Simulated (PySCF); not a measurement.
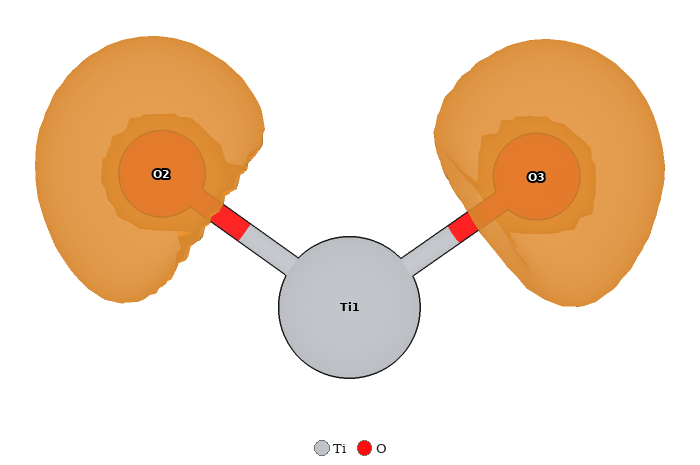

*O$_{2}$Ti (TiO2). Isosurface of the electron localisation function at 0.75 (orange), seen across its widest extent. Core shells and regions of very low density are left out.*

Geometry: PBE-D3(BJ)/def2-SVP.

Theory: DFT single point, gas phase, functional B3LYP in PySCF.

Where are the electrons localised?

Answer. At this value the surface marks out two regions wrapped around O (the valence shell of each). Along the contacts the grid gives the following. Ti–O (1.64 Å): the ELF peaks at about 0.80 in the valence shell of O, 0.5 Å from its nucleus, and drops to about 0.35 between the two atoms.
